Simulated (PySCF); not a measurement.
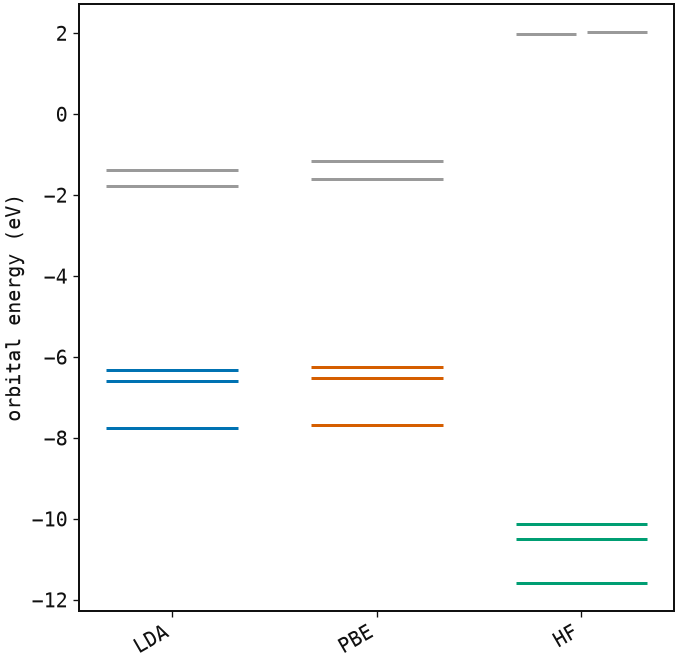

Frontier orbital energies of GeSiH₆S₂, SMILES [SiH3][S][GeH2][SH], singlet at one geometry, def2-SVPD, PySCF, at a PBE0-D3(BJ)/def2-SVP geometry (no frequency check). Empty levels are grey, levels within 0.1 eV stand side by side; all columns show the same few orbitals around the gap.

### Compare the HOMO-LUMO separations.

The separation grows from 4.53 eV (LDA) to 12.09 eV (HF).

```csv
level,HOMO (eV),LUMO (eV),separation (eV)
LDA,−6.32,−1.79,4.53
PBE,−6.25,−1.61,4.64
HF,−10.12,1.97,12.09
```

Limits of at least one run: empty levels above zero depend strongly on the basis; one conformer of a flexible molecule.
